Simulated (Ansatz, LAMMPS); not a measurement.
# Forces and charges in glassy 81SiO2-7Na2O-7CaO-4ZnO (mol %) (78 atoms)

Wanted: forces, charges and levels of glassy 81SiO2-7Na2O-7CaO-4ZnO (mol %) (78 atoms).

Main program and level: Ansatz 0.2.0; Kohn-Sham DFT, PBE, PAW (set soft_2), plane waves.

**1. Starting point**

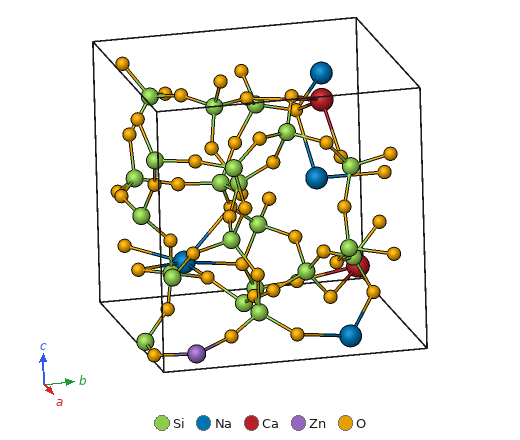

Start, viewed slightly off an axis; silicon green, sodium blue, calcium red, zinc purple, oxygen orange. Some periodic images of atoms are drawn too.

The cell holds 78 atoms: 22 Si, 4 Na, 2 Ca, 1 Zn and 49 O. Its edges and angles: a = 10.121 Å, b = 10.121 Å, c = 10.121 Å, α = 90.0°, β = 90.0°, γ = 90.0°. 78 atoms (22 Si, 4 Na, 2 Ca, 1 Zn, 49 O) placed at random at 2.4 g/cm³, melted at 4000 K for 10 ps at fixed volume with the Morse and Coulomb pair potential with partial charges (Pedone, Malavasi, Menziani, Cormack and Segre, J. Phys. Chem. B 110, 11780 (2006)). Quenched from 4000 K to 300 K at 30 K/ps and fixed volume, held 10 ps at zero pressure.

What the set-up can't give: The quench rate of 30 K/ps is orders of magnitude faster than experiment, which tends to freeze in extra defects. The network of bonds at the start is that of the classical potential that made the cell, and needn't be the one that DFT or experiment would give. Sampling is at Γ alone, for a cell whose shortest periodic width is 10 Å.

**2. How the cell was made**

A classical potential supplies the starting structure, since it reaches far longer times than DFT.

This step: classical MD, Morse and Coulomb pair potential with partial charges (Pedone, Malavasi, Menziani, Cormack and Segre, J. Phys. Chem. B 110, 11780 (2006)) (LAMMPS 22 Jul 2025 - Update 4).

File in.lmp:

```
# melt-quench of Si22Na4Ca2Zn1O49
units metal
atom_style charge
boundary p p p
region box block 0 10.4215 0 10.4215 0 10.4215
create_box 5 box
mass 1 28.0850   # Si
mass 2 22.9898   # Na
mass 3 40.0780   # Ca
mass 4 65.3800   # Zn
mass 5 15.9990   # O
create_atoms 1 random 22 673603 NULL overlap 1.5 maxtry 2000
create_atoms 2 random 4 673610 NULL overlap 1.5 maxtry 2000
create_atoms 3 random 2 673617 NULL overlap 1.5 maxtry 2000
create_atoms 4 random 1 673624 NULL overlap 1.5 maxtry 2000
create_atoms 5 random 49 673631 NULL overlap 1.5 maxtry 2000
pair_style hybrid/overlay pedone 5.5 coul/long 8.0
pair_coeff * * coul/long
pair_coeff 1 5 pedone 0.340554 2.006700 2.100000 1   # Si-O
pair_coeff 2 5 pedone 0.023363 1.763867 3.006315 5   # Na-O
pair_coeff 3 5 pedone 0.030211 2.241334 2.923245 5   # Ca-O
pair_coeff 4 5 pedone 0.001221 3.150679 2.851850 1   # Zn-O
pair_coeff 5 5 pedone 0.042395 1.379316 3.618701 22   # O-O
set type 1 charge 2.4
set type 2 charge 0.6
set type 3 charge 1.2
set type 4 charge 1.2
set type 5 charge -1.2
kspace_style pppm 1.0e-4
neigh_modify delay 0 every 1 check yes
thermo_style custom step time temp pe press density
thermo_modify norm yes
timestep 0.002
thermo 100
# [... 15 lines left out ...]
fix md all nvt temp 4000 300 0.2
run 61667 post no
unfix md
thermo 1666
fix md all npt temp 300 300 0.2 iso 0 0 2
run 5000 post no
unfix md
write_dump all custom glass.dump id type xs ys zs modify sort id
```

Command:

```bash
lmp -in in.lmp -log none -nocite
```

Numbers of over 12 decimals in the logs are rounded to 6 here.

What it wrote:

```text
LAMMPS (22 Jul 2025 - Update 4)
Created orthogonal box = (0 0 0) to (10.4215 10.4215 10.4215)
Created 22 atoms
Created 4 atoms
Created 2 atoms
Created 1 atoms
Created 49 atoms
PPPM initialization ...
  G vector (1/distance) = 0.38652042
  grid = 12 12 12
  estimated relative force accuracy = 4.8084622e-05
   Step          Time           Temp          PotEng         Press         Density
         0   0              0             -3.198265       473242.26      2.4050333
        92   0.184          0             -15.670923     -9474.6729      2.4050333
Loop time of 0.0797866 s on 1 MPI rank(s) for 92 steps with 78 atoms
Minimization stats:
  Stopping criterion = energy tolerance
  Energy initial, next-to-last, final =
     -3.19826496370697  -15.6694432412958  -15.6709226114329
  Force two-norm initial, final = 264.89318 2.1880976
  Iterations, force evaluations = 92 111
   Step          Time           Temp          PotEng         Press         Density
[... 7 lines left out ...]
      2499   4.998          3237.8343     -15.21095       29766.165      2.4050333
      3332   6.664          3849.9552     -15.222553      52334.017      2.4050333
      4165   8.33           4017.6784     -15.170687      9104.1183      2.4050333
      4998   9.996          3867.477      -15.145536      26685.163      2.4050333
      5831   11.662         3923.6375     -15.293123     -11312.022      2.4050333
[... 1 line left out ...]
Loop time of 3.40544 s on 1 MPI rank(s) for 5000 steps with 78 atoms
   Step          Time           Temp          PotEng         Press         Density
[... 12 lines left out ...]
Loop time of 41.6547 s on 1 MPI rank(s) for 61667 steps with 78 atoms
   Step          Time           Temp          PotEng         Press         Density
[... 1 line left out ...]
     68306   136.612        327.94934     -15.881199     -9760.542       2.5887537
     69972   139.944        272.85583     -15.889897      13056.297      2.6739615
     71638   143.276        277.97086     -15.882043     -15640.419      2.6092454
     72667   145.334        223.6184      -15.88897      -10480.383      2.6255759
Loop time of 4.95454 s on 1 MPI rank(s) for 5000 steps with 78 atoms
```

It took 51 s on 1 thread of Intel Xeon Platinum 8259CL at 2.50GHz (Skylake/Cascade Lake), shared host; peak memory 0.076 GiB.

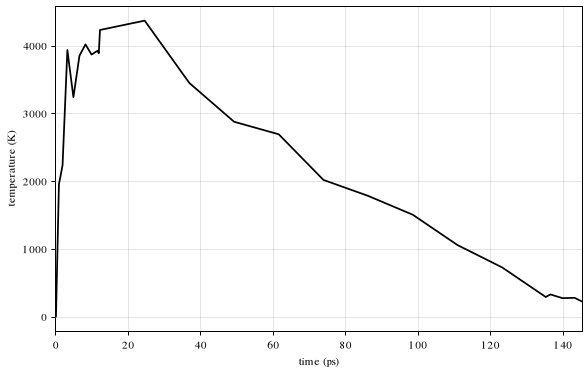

Temperature against time.

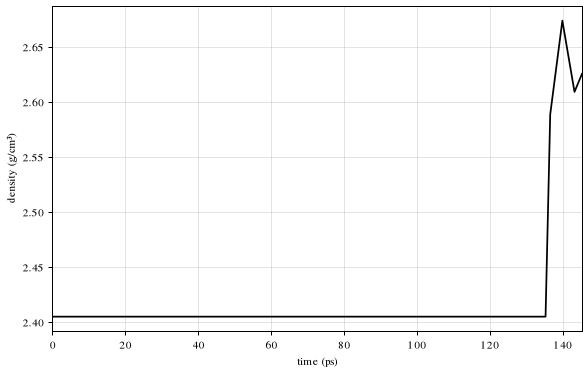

Density, plotted against time.

**3. Plane-wave single point**

One self-consistent run at the given positions yields energy and forces.

File input.yaml:

```yaml
crystal:
  lattice:
    - [10.12113, 0.0, 0.0]
    - [0.0, 10.12113, 0.0]
    - [0.0, 0.0, 10.12113]
  atoms:
    - { symbol: Si, position: [0.7185, 0.05475, 0.73231] }
    - { symbol: Si, position: [0.21149, 0.56046, 0.76398] }
    - { symbol: Si, position: [0.2489, 0.08586, 0.53436] }
    - { symbol: Si, position: [0.42412, 0.3537, 0.83231] }
    - { symbol: Si, position: [0.47851, 0.16128, 0.22528] }
    - { symbol: Si, position: [0.98599, 0.04571, 0.35588] }
    - { symbol: Si, position: [0.90495, 0.30827, 0.72966] }
    - { symbol: Si, position: [0.27899, 0.40444, 0.49603] }
    - { symbol: Si, position: [0.54995, 0.03626, 0.4758] }
    - { symbol: Si, position: [0.73256, 0.5543, 0.79891] }
    - { symbol: Si, position: [0.67103, 0.00991, 0.02806] }
    - { symbol: Si, position: [0.83274, 0.30875, 0.4346] }
    - { symbol: Si, position: [0.13866, 0.57513, 0.28342] }
    - { symbol: Si, position: [0.57598, 0.4028, 0.5752] }
    - { symbol: Si, position: [0.52287, 0.42285, 0.09823] }
    - { symbol: Si, position: [0.03444, 0.58223, 0.00895] }
    - { symbol: Si, position: [0.17126, 0.16982, 0.81973] }
    - { symbol: Si, position: [0.63429, 0.81558, 0.2702] }
    - { symbol: Si, position: [0.76718, 0.78455, 0.65603] }
    - { symbol: Si, position: [0.38601, 0.69451, 0.15831] }
    - { symbol: Si, position: [0.81785, 0.41067, 0.14368] }
    - { symbol: Si, position: [0.89226, 0.73975, 0.37998] }
    - { symbol: Na, position: [0.36998, 0.74698, 0.50742] }
    - { symbol: Na, position: [0.19647, 0.2775, 0.18148] }
    - { symbol: Na, position: [0.05267, 0.85028, 0.81543] }
    - { symbol: Na, position: [0.8003, 0.75829, 0.01624] }
    - { symbol: Ca, position: [0.45496, 0.75468, 0.82977] }
    - { symbol: Ca, position: [0.18816, 0.9373, 0.10384] }
    - { symbol: Zn, position: [0.96965, 0.13326, 0.0505] }
    - { symbol: O, position: [0.87671, 0.39452, 0.30502] }
    - { symbol: O, position: [0.84279, 0.738, 0.52546] }
    - { symbol: O, position: [0.20582, 0.08045, 0.69163] }
    - { symbol: O, position: [0.89148, 0.53516, 0.06731] }
    - { symbol: O, position: [0.25589, 0.68657, 0.25651] }
    - { symbol: O, position: [0.19332, 0.45933, 0.3749] }
    - { symbol: O, position: [0.80572, 0.1866, 0.74007] }
    - { symbol: O, position: [0.76053, 0.72236, 0.29127] }
    - { symbol: O, position: [0.87273, 0.15282, 0.40739] }
    - { symbol: O, position: [0.62899, 0.59981, 0.90442] }
    - { symbol: O, position: [0.21547, 0.47736, 0.62526] }
    - { symbol: O, position: [0.81352, 0.92529, 0.70331] }
    - { symbol: O, position: [0.04772, 0.73739, 0.0263] }
    - { symbol: O, position: [0.35619, 0.49388, 0.83274] }
    - { symbol: O, position: [0.13058, 0.07931, 0.94297] }
    - { symbol: O, position: [0.64031, 0.88672, 0.12955] }
    - { symbol: O, position: [0.526, 0.3562, 0.95578] }
    - { symbol: O, position: [0.36172, 0.06355, 0.21614] }
    - { symbol: O, position: [0.43641, 0.44393, 0.49254] }
    - { symbol: O, position: [0.12729, 0.51366, 0.13352] }
    - { symbol: O, position: [0.61125, 0.78403, 0.6503] }
    - { symbol: O, position: [0.01262, 0.6488, 0.34074] }
    - { symbol: O, position: [0.63937, 0.52078, 0.66117] }
    - { symbol: O, position: [0.86345, 0.29161, 0.0743] }
    - { symbol: O, position: [0.26434, 0.24609, 0.50143] }
    - { symbol: O, position: [0.3845, 0.00158, 0.51052] }
    - { symbol: O, position: [0.6794, 0.34058, 0.47994] }
    - { symbol: O, position: [0.51175, 0.73249, 0.26496] }
    - { symbol: O, position: [0.62415, 0.92116, 0.39174] }
    - { symbol: O, position: [0.43723, 0.30756, 0.18416] }
    - { symbol: O, position: [0.04097, 0.2591, 0.78744] }
    - { symbol: O, position: [0.30442, 0.25698, 0.85236] }
    - { symbol: O, position: [0.50799, 0.31976, 0.69792] }
    - { symbol: O, position: [0.62991, 0.01382, 0.87022] }
    - { symbol: O, position: [0.35764, 0.79029, 0.04414] }
    - { symbol: O, position: [0.90873, 0.34665, 0.57342] }
    - { symbol: O, position: [0.22753, 0.70948, 0.73266] }
    - { symbol: O, position: [0.04203, 0.08936, 0.21969] }
    - { symbol: O, position: [0.11754, 0.05111, 0.45079] }
    - { symbol: O, position: [0.81958, 0.68191, 0.76998] }
    - { symbol: O, position: [0.66402, 0.42848, 0.16348] }
    - { symbol: O, position: [0.61516, 0.0745, 0.60986] }
    - { symbol: O, position: [0.43622, 0.55534, 0.11188] }
    - { symbol: O, position: [0.82474, 0.42835, 0.81008] }
    - { symbol: O, position: [0.93381, 0.89992, 0.35397] }
    - { symbol: O, position: [0.59461, 0.11598, 0.12261] }
    - { symbol: O, position: [0.54112, 0.14626, 0.36872] }
    - { symbol: O, position: [0.09142, 0.53815, 0.86207] }
    - { symbol: O, position: [0.82662, 0.00587, 0.01836] }
kpoints:
  mp_grid: { grid: [1, 1, 1] }
hamiltonian:
  xc: pbe
scf:
  occupations: { method: fixed }
output:
  forces: true
  stress: true
  populations: true
  dos:
    method: { smearing: { sigma: 0.1 } }
    de: 0.1
    projected: { site_lists: { Ca: [Ca], Na: [Na], O: [O], Si: [Si], Zn: [Zn] } }
  eigenvalues: true
  write_density: true
  write_potential: true
  volumetric_format: npy
```

Command:

```bash
ansatz run input.yaml --threads 8 --pin off --max-ram 15872MiB --backend cpu --events-out ev --progress --plain --runs-dir out
```

What it wrote:

```text
Engine: ansatz 0.2.0, x86_64-unknown-linux-gnu
Pseudopotentials: kind: paw
Pseudopotential: Si, paw, valence charge 4, recommended cutoff 420 eV (normal), Si.paw.azcp
Pseudopotential: Na, paw, valence charge 9, recommended cutoff 420 eV (normal), Na.paw.azcp
Pseudopotential: Ca, paw, valence charge 10, recommended cutoff 420 eV (normal), Ca.paw.azcp
Pseudopotential: Zn, paw, valence charge 12, recommended cutoff 420 eV (normal), Zn.paw.azcp
Pseudopotential: O, paw, valence charge 6, recommended cutoff 420 eV (normal), O.paw.azcp
[... 5 lines on functional and potentials left out ...]
Crystal: 78 atoms, lattice volume = 1036.781 Å³
Basis set: ecut = 420 eV, 20341 PW (Γ), exchange–correlation on 144×144×144 points (8 copies of the dense FFT grid, shifted against one another)
Bands: 303, of which v1, the nominal top of the filled ones, is band 225 counted from 1 (224 counted from 0)
Symmetry: 1 space group operations
Space group: P1 (ITA 1), of the structure as read, at distance tolerance 1.0e-4 Å
k-points: 1
[... 11 lines on functional and potentials left out ...]
Initial density: superposition of atomic densities (neutral atoms: chi_scale 0, normalization atom), corrected by the library's trained network
Initial wavefunctions: pseudopotential atomic-orbital guess
Functional: x = pbe(κ = 0.804, μ = 0.219515), c = pbe(β = 0.066725)
SCF iter   1: F=—  HF=-54768.591584 eV  |F-HF|=—  |Δ(HF+E_count)|=         —  Δρ=2.11e-3  dr2=5.08e-2  ethr=1.77e-3  ⟨swp⟩=4.0  Hψ=1191  notcnv=0  defer=76
preconditioner: auto → Resta (q_TF=auto, 2.374 Å⁻¹)  ε∞=3.1  [insulator: Δε(μ)=3.487 eV  Ē_g=16.821 eV  n_scr=250 (ndim 8)  ℏωp=24.1 eV  f_vac=0.142  ε∞_Penn≈3.1]
SCF iter   2: F=—  HF=-54768.594525 eV  |F-HF|=—  |Δ(HF+E_count)|=   2.94e-3  Δρ=1.06e-3  dr2=1.16e-2  ethr=1.13e-5  ⟨swp⟩=3.0  Hψ=510  notcnv=0  defer=76
SCF iter   3: F=—  HF=-54768.597329 eV  |F-HF|=—  |Δ(HF+E_count)|=   2.80e-3  Δρ=4.46e-4  dr2=2.86e-3  ethr=2.57e-6  ⟨swp⟩=2.0  Hψ=389  notcnv=0  defer=76
SCF iter   4: F=—  HF=-54768.597428 eV  |F-HF|=—  |Δ(HF+E_count)|=   9.87e-5  Δρ=1.34e-4  dr2=2.36e-4  ethr=6.36e-7  ⟨swp⟩=2.0  Hψ=389  notcnv=0  defer=76
SCF iter   5: F=—  HF=-54768.597481 eV  |F-HF|=—  |Δ(HF+E_count)|=   5.26e-5  Δρ=8.99e-5  dr2=6.69e-5  ethr=5.25e-8  ⟨swp⟩=2.0  Hψ=387  notcnv=0  defer=76
SCF iter   6: F=—  HF=-54768.598809 eV  |F-HF|=—  |Δ(HF+E_count)|=   1.33e-3  Δρ=2.63e-5  dr2=5.64e-6  ethr=1.49e-8  ⟨swp⟩=2.0  Hψ=528  notcnv=0  defer=75
SCF iter   7: F=—  HF=-54768.598811 eV  |F-HF|=—  |Δ(HF+E_count)|=   1.68e-6  Δρ=1.21e-5  dr2=1.23e-6  ethr=1.25e-9  ⟨swp⟩=2.0  Hψ=392  notcnv=0  defer=75
SCF iter   8: F=—  HF=-54768.598811 eV  |F-HF|=—  |Δ(HF+E_count)|=   5.41e-7  Δρ=4.23e-6  dr2=2.00e-7  ethr=2.73e-10  ⟨swp⟩=2.0  Hψ=387  notcnv=0  defer=75
SCF iter   9: F=-54768.598812 eV  HF=-54768.598812 eV  |F-HF|=1.27e-8  |Δ(HF+E_count)|=   1.62e-7  Δρ=1.77e-6  dr2=3.09e-8  ethr=2.22e-11  ⟨swp⟩=21.0  Hψ=3051  notcnv=0
SCF 1 converged in 9 iterations: F = -54768.598812 eV  dr2 = 3.09e-8
  greatest PAW one-centre occupation: 0.999 electrons in one spin orbital (limit 2), on the Na atom at site 24 (counted from 0), in its partial waves of l = 0
SCF converged after 9 iterations
Free energy (F): -54768.598812 eV
Harris-Foulkes:  -54768.598812 eV  (|F-HF|=1.27e-8)
Internal energy: -54768.598812 eV  (E = F + TS)
E sigma→0 (E₀):  -54768.598812 eV
Fermi energy:    3.992336 eV
--- Per-component energies (eV) ---
  E_band       = -2646.354047
  E_kinetic    = 10922.530148
  E_local      = -33704.408410  (includes V_loc(G=0)·N_el)
  E_nonlocal   = 4098.353506
  E_hartree    = 12445.711975
  E_xc         = -5441.201655
  E_vxc        = -6295.717116  (∫ρ·V_xc dr)
  E_paw        = -23681.525180  (= ΣΔE_a)
  E_vpaw       = -2558.663941  (= ΣTr[D̂ρ^β])
  E_aug_tail   = 0.125290  (compensation charges beyond the density's cutoff)
  E_ewald      = -19408.184485
  E_smearing   = -0.000000  (= −TS)
  E_closure    = 0.000000  (closes the sum)
  Σ components = -54768.598812   (vs F -54768.598812, Δ=0.00e0)
--- Forces (eV/Å), atoms counted from 1 ---
  atom   1  Si    -0.66324013    -0.82451845     0.95642147
  atom   2  Si     2.86239525    -2.11144259    -0.38377711
  atom   3  Si    -0.62188219     1.90325641    -0.21075845
  atom   4  Si     2.51426903     0.29417295    -0.60620526
  atom   5  Si     0.83879399    -1.71469747    -1.74830350
  atom   6  Si    -0.23114849     1.72356066     1.75463739
  atom   7  Si    -2.22506849     2.00153534    -0.40928745
  atom   8  Si     1.06765440    -0.42157433     2.10160404
  atom   9  Si    -1.87189034    -2.02950222    -1.20162115
  atom  10  Si    -3.11177638    -1.09389523    -1.62780591
  atom  11  Si     0.21042787     1.95416125     2.02659419
  atom  12  Si     0.51189222    -0.14763572     0.15220833
  atom  13  Si     1.16475131     0.56386245    -2.59237581
  atom  14  Si    -2.42172668     1.55939869     2.12673239
[...]
atom  77  O     -1.61138332    -1.12939306     1.47928595
  atom  78  O      1.73199301    -0.05407949    -0.25704671
  max |Σ_I F_I| component: 6.55e-5 eV/Å
--- Stress (GPa, compression-positive) ---
        3.097685       2.087199       1.301379
        2.087198       8.214850      -0.448283
        1.301380      -0.448285       3.436288
  P = ⅓ Tr σ = 4.9163 GPa (49.163 kbar)
--- Band table (eV) ---
  k-point 0: bands = ["-47.3638", "-46.6985", "-46.6033", "-45.8212", [... 287 levels ...], "13.5473", "13.5857", "13.5927", "13.6911", "13.7684", "13.8289", "13.8583", "13.9340", "13.9587", "13.9873", "14.0483", "14.1194"]
--- Löwdin populations: 78 sites ---
  site symbol       q [e]
     0     Si      2.2145
     1     Si      2.3069
     2     Si      2.2378
[...]
77      O      7.0078
  spilling = 0.012367 (of n_electrons = 450.000000)
```

Elapsed: 7.2 s, on 8 threads of Intel Xeon Platinum 8259CL at 2.50GHz (Skylake/Cascade Lake), shared host; peak memory 1.4 GiB; 45 s of CPU time.

Read from the output:

| Property | Result |
| --- | --- |
| free energy | -54768.5988 eV |
| free energy per atom | -702.1615 eV/atom |
| SCF cycles | 9 |
| pressure | 4.916 GPa |
| r.m.s. force component | 1.434 eV/Å |
| longest force | 6.874 eV/Å |
| Fermi energy | 3.992 eV |
| gap (highest filled to lowest empty level) | 3.469 eV |
| spilling of the projection | 0.01237 |

Length of the force by element:

```
element  coordination  atoms  mean length of the force (eV/Å)  spread  least   most
     Ca           all      2                             1.36  0.0134   1.35   1.38
     Na           all      4                            0.312  0.0639  0.203  0.366
      O           all     49                             2.03    1.34  0.396   6.87
     Si           all     22                             2.72   0.941  0.554   4.33
     Zn           all      1                             2.13       0   2.13   2.13
```

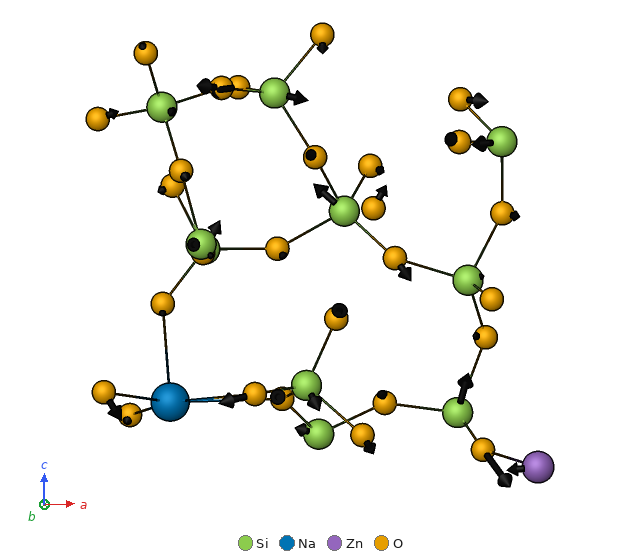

Forces as arrows; the longest in the cell is 6.87 eV/Å. Drawn is a slice 5 Å thick, seen along the normal of the ac plane. Bonds to atoms that aren't drawn are left out.

Löwdin charges by element (they lack the spilled electrons, 0.071 e an atom on average):

```
element  coordination  atoms  mean charge (e)  spread  least    most
     Ca           all      2             1.76  0.0051   1.76    1.77
     Na           all      4            0.808  0.0071  0.800   0.819
      O           all     49           -0.842  0.0805  -1.04  -0.770
     Si           all     22             1.75  0.0369   1.69    1.81
     Zn           all      1             1.51       0   1.51    1.51
```

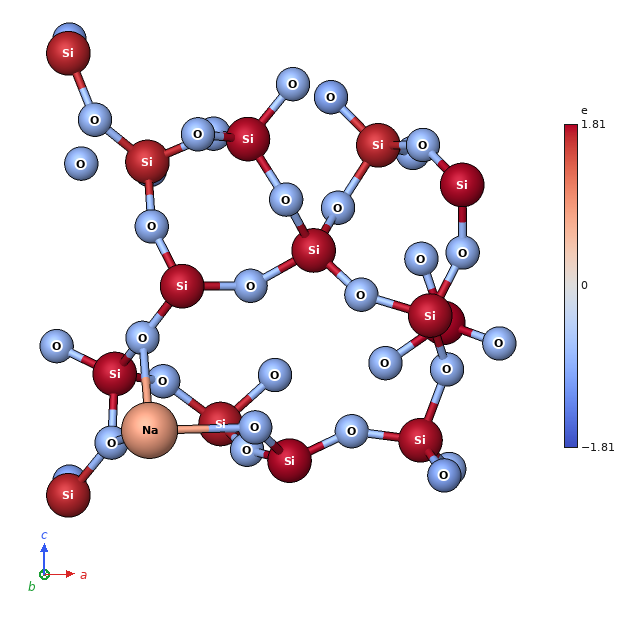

Atoms coloured by Löwdin charge. Drawn is a slice 5 Å thick, seen along the normal of the ac plane. Bonds to atoms that aren't drawn are left out.

(Continued in part 2 of 2.)

[Logs are printed without paths, hosts, clocks, repeated set-up lines and the standing remarks that a program may print on its own settings, such as how far it seeks lower states.]

[Hosts, paths, dates, database ids (printed as entryN), source tags and the programs' standing remarks are cut or masked in the printed files.]
